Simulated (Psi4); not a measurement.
## AlNHO3 (charge −1): interaction calculation (part 2 of 2)

Continued. System: AlNHO3, charge −1. Method: BLYP/STO-3G, RKS (Psi4 1.11). 

Geometry of the input (Å):
```
O  0.2958  0.5203  1.0804
N  -0.0060  -0.0034  0.0031
O  0.4679  -1.1017  -0.3034
O  -0.7577  0.5848  -0.7801
Al 0.2808  2.3858  -1.9995
H  -0.0877  3.9383  -1.7606
```

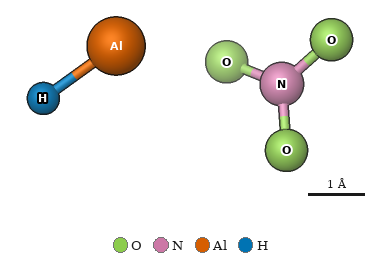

**Figure 1.** The input geometry (ball-and-stick view, seen on its broad side). Sticks mark near contacts.

The program's output, continued
```
    Memory:     1.5 GiB
    Threads:    1
                ecpint, einsums, f̶o̶r̶t̶e̶, gauxc, gcp, g̶d̶m̶a̶, geometric, g̶p̶u̶_̶d̶f̶c̶c̶,
                i̶n̶t̶e̶g̶r̶a̶t̶o̶r̶x̶x̶, i̶p̶i̶, libefp, m̶d̶i̶, m̶p̶2̶d̶, m̶r̶c̶c̶, ooo,
                o̶p̶e̶n̶f̶e̶r̶m̶i̶o̶n̶p̶s̶i̶4̶, pcmsolver, p̶s̶i̶4̶f̶o̶c̶k̶c̶i̶, p̶s̶i̶x̶a̶s̶,
                p̶y̶e̶i̶n̶s̶u̶m̶s̶, r̶e̶s̶p̶, s̶i̶m̶i̶n̶t̶, s̶n̶s̶m̶p̶2̶,
                v̶2̶r̶d̶m̶_̶c̶a̶s̶s̶c̶f̶

  ==> Geometry <==

    Molecular point group: c1
    Full point group: C1

    Geometry (in Bohr), charge = -1, multiplicity = 1:

       Center              X                  Y                   Z               Mass
    ------------   -----------------  -----------------  -----------------  -----------------
         O            0.558886501604     0.983281194860     2.041603414161    15.994914619570
         N           -0.011281664969    -0.006425068827     0.005933740034    14.003074004430
         O            0.884278443147    -2.081986861462    -0.573342906464    15.994914619570
         O           -1.431864382521     1.105149632690    -1.474213144992    15.994914619570
         AL           0.530616198767     4.508451898334    -3.778469593330    26.981538530000
         H           -0.165766775725     7.442346194413    -3.327070713742     1.007825032230

  Running in c1 symmetry.

  Rotational constants: A =      0.31261  B =      0.05307  C =      0.04966 [cm^-1]
  Rotational constants: A =   9371.78786  B =   1590.92286  C =   1488.86520 [MHz]
  Nuclear repulsion =  195.227996231938931

  Charge       = -1
  Multiplicity = 1
  Electrons    = 46
  Nalpha       = 23
  Nbeta        = 23

  ==> Primary Basis <==

  Basis Set: STO-3G
    Blend: STO-3G
    Number of shells: 18
    Number of basis functions: 30
    Number of Cartesian functions: 30
    Spherical Harmonics?: true
    Max angular momentum: 1

   => Molecular Quadrature <=

    Radial Scheme          =       TREUTLER
    Pruning Scheme         =           NONE
    Nuclear Scheme         =       TREUTLER

    Blocking Scheme        =         OCTREE
    BS radius alpha        =              1
    Pruning alpha          =              1
    Radial Points          =             75
    Spherical Points       =            302
    Total Points           =         127214
    Total Blocks           =           1011
    Max Points             =            255
    Max Functions          =             28
    Weights Tolerance      =       1.00E-15

  ==> Integral Setup <==

  DFHelper Memory: AOs need 0.005 GiB; user supplied 1.033 GiB.
  SCF_SUBTYPE=INCORE selected. In-core MEM_DF algorithm will be used.
  Using in-core AOs.

  ==> MemDFJK: Density-Fitted J/K Matrices <==

    J tasked:                   Yes
    K tasked:                    No
    wK tasked:                   No
    Memory [MiB]:              1058
    Algorithm:                 Core
    Schwarz Cutoff:           1E-12
    Mask sparsity (%):       4.2222
    Fitting Condition:        1E-10

   => Auxiliary Basis Set <=

  Basis Set: (STO-3G AUX)
    Blend: DEF2-UNIVERSAL-JKFIT
    Number of shells: 144
    Number of basis functions: 454
    Number of Cartesian functions: 547
    Spherical Harmonics?: true
    Max angular momentum: 4

  Cached 100.0% of DFT collocation blocks in 0.084 [GiB].

  Minimum eigenvalue in the overlap matrix is 2.6793962197E-01.
  Reciprocal condition number of the overlap matrix is 1.3844687187E-01.
    Using symmetric orthogonalization.

  ==> Pre-Iterations <==

  SCF Guess: Superposition of Atomic Densities via on-the-fly atomic UHF (no occupation information).

   -------------------------
    Irrep   Nso     Nmo
   -------------------------
     A         30      30
   -------------------------
    Total      30      30
   -------------------------

  ==> Iterations <==

                           Total Energy        Delta E     RMS |[F,P]|

   @DF-RKS iter SAD:  -515.10638544583992   -5.15106e+02   0.00000e+00
   @DF-RKS iter   1:  -515.92946773373603   -8.23082e-01   2.22882e-02 ADIIS/DIIS
   @DF-RKS iter   2:  -513.70983770922282    2.21963e+00   4.65719e-02 ADIIS/DIIS
   @DF-RKS iter   3:  -515.04123830038975   -1.33140e+00   2.66250e-02 ADIIS/DIIS
   @DF-RKS iter   4:  -516.17242703030718   -1.13119e+00   3.78669e-03 ADIIS/DIIS
   @DF-RKS iter   5:  -516.17297250246168   -5.45472e-04   2.73220e-03 ADIIS/DIIS
   @DF-RKS iter   6:  -516.17937859179960   -6.40609e-03   1.08518e-03 ADIIS/DIIS
   @DF-RKS iter   7:  -516.17982987876121   -4.51287e-04   7.72478e-04 ADIIS/DIIS
   @DF-RKS iter   8:  -516.18019992983864   -3.70051e-04   1.44416e-04 ADIIS/DIIS
   @DF-RKS iter   9:  -516.18022218340525   -2.22536e-05   4.54732e-05 DIIS
   @DF-RKS iter  10:  -516.18022505808142   -2.87468e-06   4.34414e-06 DIIS
   @DF-RKS iter  11:  -516.18022507771525   -1.96338e-08   1.64820e-06 DIIS
   @DF-RKS iter  12:  -516.18022508218962   -4.47437e-09   4.33671e-07 DIIS
  Energy and wave function converged.

  ==> Post-Iterations <==

   Electrons on quadrature grid:
      Ntotal   =   45.9999897891 ; deviation = -1.021e-05

    Final Occupation by Irrep:
              A
    DOCC [    23 ]
    NA   [    23 ]
    NB   [    23 ]

  @DF-RKS Final Energy:  -516.18022508218962

   => Energetics <=

    Nuclear Repulsion Energy =            195.2279962319389313
    One-Electron Energy =               -1118.6089263608600959
    Two-Electron Energy =                 459.5574772310220055
    DFT Exchange-Correlation Energy =     -52.3567721842905343
    Empirical Dispersion Energy =           0.0000000000000000
    VV10 Nonlocal Energy =                  0.0000000000000000
    Total Energy =                       -516.1802250821896223

Computation Completed

Properties will be evaluated at   0.000000,   0.000000,   0.000000 [a0]

Properties computed using the SCF density matrix

 Multipole Moments:

 ------------------------------------------------------------------------------------
     Multipole            Electronic (a.u.)      Nuclear  (a.u.)        Total (a.u.)
 ------------------------------------------------------------------------------------

 L = 1.  Multiply by 2.5417464519 to convert [e a0] to [Debye]
 Dipole X            :         -6.9359262            6.7436767           -0.1922495
 Dipole Y            :        -67.5337946           66.0587971           -1.4749974
 Dipole Z            :         53.2557124          -52.4532603            0.8024521
 Magnitude           :                                                    1.6901203

 ------------------------------------------------------------------------------------

	total time  =          2 seconds =       0.03 minutes

    Psi4 run time: 0:00:02.48

    -----------------------------------------------------------------------
                               Psi4 1.11 release

    h
    h
    h

    -----------------------------------------------------------------------

    Memory:     1.5 GiB
    Threads:    1
                ecpint, einsums, f̶o̶r̶t̶e̶, gauxc, gcp, g̶d̶m̶a̶, geometric, g̶p̶u̶_̶d̶f̶c̶c̶,
                i̶n̶t̶e̶g̶r̶a̶t̶o̶r̶x̶x̶, i̶p̶i̶, libefp, m̶d̶i̶, m̶p̶2̶d̶, m̶r̶c̶c̶, ooo,
                o̶p̶e̶n̶f̶e̶r̶m̶i̶o̶n̶p̶s̶i̶4̶, pcmsolver, p̶s̶i̶4̶f̶o̶c̶k̶c̶i̶, p̶s̶i̶x̶a̶s̶,
                p̶y̶e̶i̶n̶s̶u̶m̶s̶, r̶e̶s̶p̶, s̶i̶m̶i̶n̶t̶, s̶n̶s̶m̶p̶2̶,
                v̶2̶r̶d̶m̶_̶c̶a̶s̶s̶c̶f̶

  ==> Geometry <==

    Molecular point group: c1
    Full point group: C1

    Geometry (in Bohr), charge = -1, multiplicity = 1:

       Center              X                  Y                   Z               Mass
    ------------   -----------------  -----------------  -----------------  -----------------
         O            0.558886501604     0.983281194860     2.041603414161    15.994914619570
         N           -0.011281664969    -0.006425068827     0.005933740034    14.003074004430
         O            0.884278443147    -2.081986861462    -0.573342906464    15.994914619570
         O           -1.431864382521     1.105149632690    -1.474213144992    15.994914619570
      Gh(AL)          0.530616198767     4.508451898334    -3.778469593330    26.981538530000
      Gh(H)          -0.165766775725     7.442346194413    -3.327070713742     1.007825032230

  Running in c1 symmetry.

  Rotational constants: A =      0.31261  B =      0.05307  C =      0.04966 [cm^-1]
  Rotational constants: A =   9371.78786  B =   1590.92286  C =   1488.86520 [MHz]
  Nuclear repulsion =  119.490016718016122

  Charge       = -1
  Multiplicity = 1
  Electrons    = 32
  Nalpha       = 16
  Nbeta        = 16

  ==> Iterations <==

                           Total Energy        Delta E     RMS |[F,P]|

   @DF-RKS iter SAD:  -275.69534457585542   -2.75695e+02   0.00000e+00
   @DF-RKS iter   1:  -275.97135552804411   -2.76011e-01   2.21185e-02 ADIIS/DIIS
   @DF-RKS iter   2:  -275.75481436360138    2.16541e-01   2.97766e-02 ADIIS/DIIS
   @DF-RKS iter   3:  -276.19573460741617   -4.40920e-01   4.21700e-03 ADIIS/DIIS
   @DF-RKS iter   4:  -276.19960113480897   -3.86653e-03   3.21592e-03 ADIIS/DIIS
   @DF-RKS iter   5:  -276.20630980190504   -6.70867e-03   2.33072e-04 ADIIS/DIIS
   @DF-RKS iter   6:  -276.20630848924310    1.31266e-06   2.38675e-04 ADIIS/DIIS
   @DF-RKS iter   7:  -276.20634444594424   -3.59567e-05   1.49229e-05 DIIS
   @DF-RKS iter   8:  -276.20634462077476   -1.74831e-07   1.59431e-06 DIIS
   @DF-RKS iter   9:  -276.20634462384663   -3.07188e-09   1.04754e-07 DIIS
  Energy and wave function converged.

  ==> Post-Iterations <==

   Electrons on quadrature grid:
      Ntotal   =   31.9999980045 ; deviation = -1.995e-06

    Final Occupation by Irrep:
              A
    DOCC [    16 ]
    NA   [    16 ]
    NB   [    16 ]

  @DF-RKS Final Energy:  -276.20634462384663

   => Energetics <=

    Nuclear Repulsion Energy =            119.4900167180161219
    One-Electron Energy =                -628.8505095454743241
    Two-Electron Energy =                 266.3817571906195099
    DFT Exchange-Correlation Energy =     -33.2276089870079758
    Empirical Dispersion Energy =           0.0000000000000000
    VV10 Nonlocal Energy =                  0.0000000000000000
    Total Energy =                       -276.2063446238466327

Computation Completed

Properties will be evaluated at   0.000000,   0.000000,   0.000000 [a0]

Properties computed using the SCF density matrix

 Multipole Moments:

 ------------------------------------------------------------------------------------
     Multipole            Electronic (a.u.)      Nuclear  (a.u.)        Total (a.u.)
 ------------------------------------------------------------------------------------

 L = 1.  Multiply by 2.5417464519 to convert [e a0] to [Debye]
 Dipole X            :         -0.0628240            0.0114328           -0.0513911
 Dipole Y            :         -0.5840948            0.0065762           -0.5775185
 Dipole Z            :          0.4915984           -0.0060849            0.4855135
 Magnitude           :                                                    0.7562355

 ------------------------------------------------------------------------------------

	total time  =          2 seconds =       0.03 minutes

    Psi4 run time: 0:00:01.31

    -----------------------------------------------------------------------
                               Psi4 1.11 release

    h
    h
    h

    -----------------------------------------------------------------------

    Memory:     1.5 GiB
    Threads:    1
                ecpint, einsums, f̶o̶r̶t̶e̶, gauxc, gcp, g̶d̶m̶a̶, geometric, g̶p̶u̶_̶d̶f̶c̶c̶,
                i̶n̶t̶e̶g̶r̶a̶t̶o̶r̶x̶x̶, i̶p̶i̶, libefp, m̶d̶i̶, m̶p̶2̶d̶, m̶r̶c̶c̶, ooo,
                o̶p̶e̶n̶f̶e̶r̶m̶i̶o̶n̶p̶s̶i̶4̶, pcmsolver, p̶s̶i̶4̶f̶o̶c̶k̶c̶i̶, p̶s̶i̶x̶a̶s̶,
                p̶y̶e̶i̶n̶s̶u̶m̶s̶, r̶e̶s̶p̶, s̶i̶m̶i̶n̶t̶, s̶n̶s̶m̶p̶2̶,
                v̶2̶r̶d̶m̶_̶c̶a̶s̶s̶c̶f̶

  ==> Geometry <==

    Molecular point group: c1
    Full point group: C1

    Geometry (in Bohr), charge = 0, multiplicity = 1:

       Center              X                  Y                   Z               Mass
    ------------   -----------------  -----------------  -----------------  -----------------
      Gh(O)           0.558886501604     0.983281194860     2.041603414161    15.994914619570
      Gh(N)          -0.011281664969    -0.006425068827     0.005933740034    14.003074004430
      Gh(O)           0.884278443147    -2.081986861462    -0.573342906464    15.994914619570
      Gh(O)          -1.431864382521     1.105149632690    -1.474213144992    15.994914619570
         AL           0.530616198767     4.508451898334    -3.778469593330    26.981538530000
         H           -0.165766775725     7.442346194413    -3.327070713742     1.007825032230

  Running in c1 symmetry.

  Rotational constants: A =      0.31261  B =      0.05307  C =      0.04966 [cm^-1]
  Rotational constants: A =   9371.78786  B =   1590.92286  C =   1488.86520 [MHz]
  Nuclear repulsion =    4.263682709385423

  Charge       = 0
  Multiplicity = 1
  Electrons    = 14
  Nalpha       = 7
  Nbeta        = 7

  ==> Iterations <==

                           Total Energy        Delta E     RMS |[F,P]|

   @DF-RKS iter SAD:  -239.39563048147340   -2.39396e+02   0.00000e+00
   @DF-RKS iter   1:  -239.94488676616905   -5.49256e-01   5.76000e-03 ADIIS/DIIS
   @DF-RKS iter   2:  -239.94998443404225   -5.09767e-03   5.25338e-03 ADIIS/DIIS
   @DF-RKS iter   3:  -239.97430822146742   -2.43238e-02   1.71951e-04 ADIIS/DIIS
   @DF-RKS iter   4:  -239.97434374852884   -3.55271e-05   2.40784e-05 DIIS
   @DF-RKS iter   5:  -239.97434434471006   -5.96181e-07   1.88068e-06 DIIS
   @DF-RKS iter   6:  -239.97434434851951   -3.80945e-09   7.00018e-07 DIIS
  Energy and wave function converged.

  ==> Post-Iterations <==

   Electrons on quadrature grid:
      Ntotal   =   13.9999920817 ; deviation = -7.918e-06

    Orbital Energies [Eh]
    ---------------------

    Doubly Occupied:

       1A    -54.707102     2A     -3.647897     3A     -2.202113
       4A     -2.202024     5A     -2.186311     6A     -0.192985
       7A     -0.000034

    Virtual:

       8A      0.146307     9A      0.152084    10A      0.383607
      11A      0.427027    12A      0.725753    13A      0.749999
      14A      1.131294    15A      1.629080    16A      1.854044
      17A      1.859652    18A      2.471622    19A      2.497702
      20A      2.518923    21A      2.551224    22A      2.592062
      23A      2.924080    24A      3.332262    25A      3.960614
      26A      3.969437    27A     23.814788    28A     31.048021
      29A     31.081078    30A     31.130524

    Final Occupation by Irrep:
              A
    DOCC [     7 ]
    NA   [     7 ]
    NB   [     7 ]

  @DF-RKS Final Energy:  -239.97434434851951

   => Energetics <=

    Nuclear Repulsion Energy =              4.2636827093854226
    One-Electron Energy =                -344.5828443943053685
    Two-Electron Energy =                 119.4108050972489536
    DFT Exchange-Correlation Energy =     -19.0659877608485147
    Empirical Dispersion Energy =           0.0000000000000000
    VV10 Nonlocal Energy =                  0.0000000000000000
    Total Energy =                       -239.9743443485195087

Computation Completed

Properties will be evaluated at   0.000000,   0.000000,   0.000000 [a0]

Properties computed using the SCF density matrix

 Multipole Moments:

 ------------------------------------------------------------------------------------
     Multipole            Electronic (a.u.)      Nuclear  (a.u.)        Total (a.u.)
 ------------------------------------------------------------------------------------

 L = 1.  Multiply by 2.5417464519 to convert [e a0] to [Debye]
 Dipole X            :         -6.5868364            6.7322438            0.1454074
 Dipole Y            :        -66.3971521           66.0522209           -0.3449312
 Dipole Z            :         52.3109470          -52.4471754           -0.1362284
 Magnitude           :                                                    0.3983454

 ------------------------------------------------------------------------------------

	total time  =          1 seconds =       0.02 minutes

    Psi4 run time: 0:00:01.04

  //>>>>>>>>>>>>>>>>>>>>>>>>>>>>>>>>>>>//
  //          ManyBody Results         //
  //<<<<<<<<<<<<<<<<<<<<<<<<<<<<<<<<<<<//

   ==> N-Body: Counterpoise Corrected (CP) energies <==

              MC n-Body  Total Energy            Interaction Energy                          N-body Contribution to Interaction Energy
                         [Eh]                    [Eh]                  [kcal/mol]            [Eh]                  [kcal/mol]
              §A  1     -516.142419520935        0.000000000000        0.000000000000        0.000000000000        0.000000000000
     FULL/RTN §A  2     -516.141955630759        0.000463890177        0.291095480576        0.000463890177        0.291095480576

   MC Legend: §A: "(auto)"

   ==> N-Body: Non-Counterpoise Corrected (NoCP) energies <==

              MC n-Body  Total Energy            Interaction Energy                          N-body Contribution to Interaction Energy
                         [Eh]                    [Eh]                  [kcal/mol]            [Eh]                  [kcal/mol]
              §A  1     -516.142419520935        0.000000000000        0.000000000000        0.000000000000        0.000000000000
     FULL/RTN §A  2     -516.180225082190       -0.037805561254      -23.723347848578       -0.037805561254      -23.723347848578

   MC Legend: §A: "(auto)"

[set-up sections that repeat, and orbital energies of the middle runs, are left out above]
```

Standard output
```
total energy 0.00046389 hartree = 0.01262 eV
```

Results in brief

- outcome: converged
- basis functions: 30
- hardware: 1 thread of AMD EPYC (Zen 4), 24 GiB of memory available, shared host
- wall time: 11 s
- peak memory: 0.31 GiB
